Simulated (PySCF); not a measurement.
# AlO (doublet): what the fields show

```xyz
2

Al    0.0000    0.0000   -0.6044
O     0.0000    0.0000    1.0196
```

The calculation used PBE0/def2-TZVPPD, non-relativistic Hamiltonian with scalar-relativistic core potentials where named, at a bond length of 1.624 Å in PySCF.

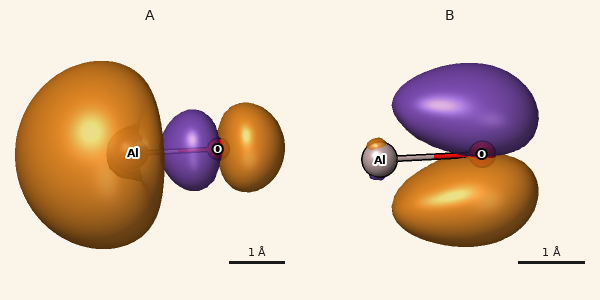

Figure 1. Two frontier α-spin orbitals, each drawn at the value that holds 80 % of its norm (orange and purple are the two phases), in no order; of a degenerate pair one member is drawn.

Question: Name the orbitals and rank them from lowest to highest energy.

Answer: Orbital B: π, occupied in this spin, −8.20 eV; mainly on O (80 %).
Orbital A: σ, occupied in this spin, −7.84 eV; mainly on Al (80 %).

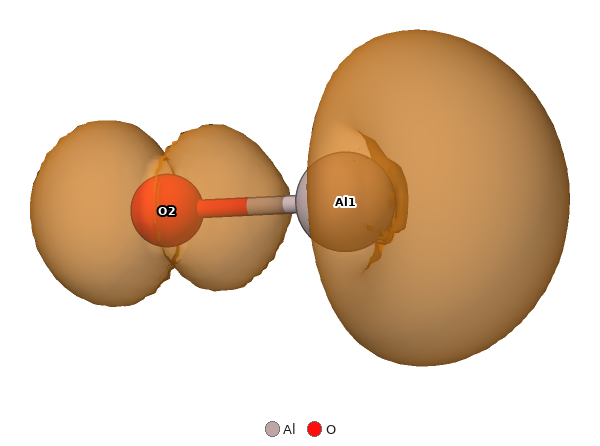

Figure 2. Isosurfaces of the spin density at +0.02 (orange) and −0.02 e/Å³ (purple), seen from one side.

Question: Which atoms carry the spin?

Answer: The unpaired spin (1 electron) lies mostly on Al1 (about 0.6) and O2 (about 0.4), in electrons by Hirshfeld's partition.

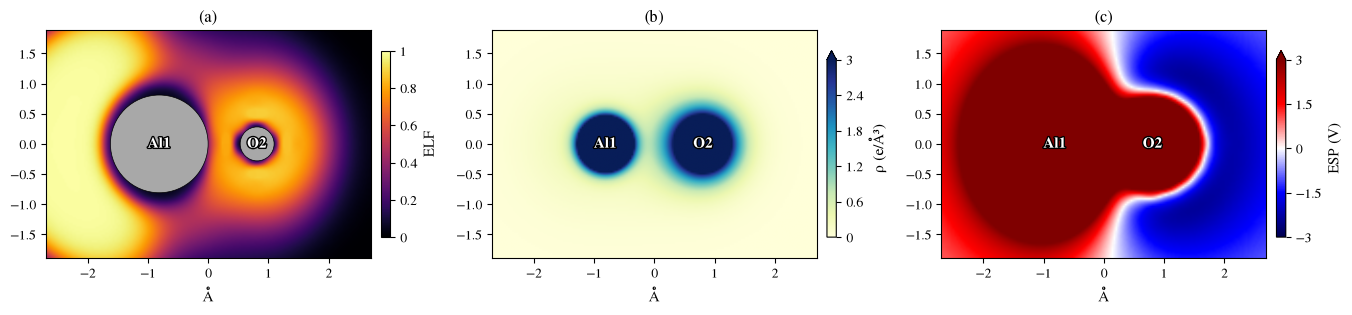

Figure 3. (a) electron localisation function; (b) total electron density; (c) electrostatic potential on a plane that holds the molecular axis. Grey discs cover the atomic cores in the ELF map.

Question: Read the bonding off the picture.

Answer: The plane passes through Al and O nuclei.
Al–O (1.62 Å): ρ at the midpoint is about 1 e/Å³; the ELF peaks at about 0.80 in the valence shell of O, 0.6 Å from its nucleus, and is about 0.35 at the midpoint.
The ELF also peaks beside O2 and Al1, away from the bonds: non-bonding electrons, paired or unpaired.
Outside the dense part of the molecule the potential is most negative (−2.3 V) near O2.
